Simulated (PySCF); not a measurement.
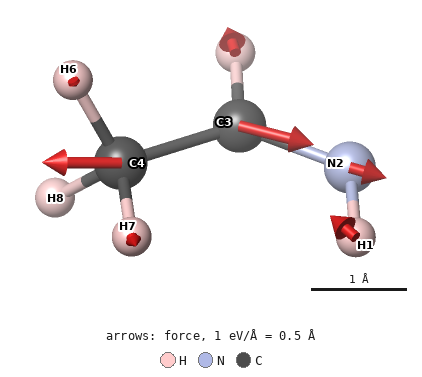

Starting geometry of C2H5N with the computed forces as red arrows. A ball-and-stick model, seen from a free direction.

The start comes from GFN2-xTB. Its atoms were then displaced at random by about 0.01 Å.

Method: PySCF, PBE0-D3(BJ)/def2-SVP geometry optimisation, gas phase. 

> What follows when this structure is relaxed?

It isn't relaxed: the largest force vector, on a C atom, is 1.73 eV/Å. The final displacements follow the starting forces only in part (cosine between the two patterns 0.36). After 7 geometry steps the energy has fallen by 8.63 kJ/mol. The atom that moves furthest after the best rigid fit is an H atom (0.10 Å). Largest moves by element: H 0.10 Å, C 0.05 Å, N 0.04 Å. Near-neighbour distances that change, for instance: C–C 1.446 → 1.497 Å, C–H 1.083 → 1.106 Å, H–N 1.041 → 1.028 Å, C–H 1.109 → 1.102 Å. Bond angles that change, for instance: H–N–C 116.1° → 110.0°.
